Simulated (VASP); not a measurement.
Band structure of HfO$_{2}$ (relaxed from the cotunnite structure, space group Pnma). Method: r2SCAN meta-GGA, VASP's PBE PAW potentials (set 64) (plane waves; VASP).

Unless said otherwise, spin-orbit coupling is left out, though it shifts the bands of the heavy elements here.

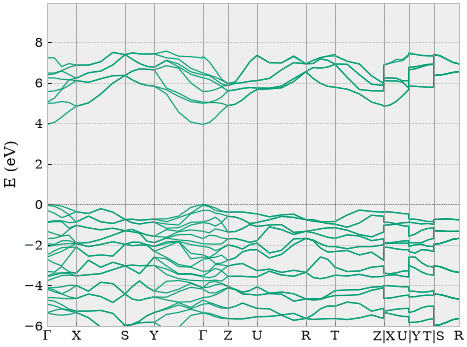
*Bands along high-symmetry lines, zero at the valence-band maximum or, without a gap, the Fermi level*

Task: Read the plot: is there a gap, and where are the band edges?

Result: The gap is direct, 3.94 eV, from the valence maximum at Γ to the conduction minimum at Γ.

The structure was generated: HfO2 was put into the cotunnite type (Pnma), which need not be its known phase. It was relaxed first, which changed the volume by -7 %.
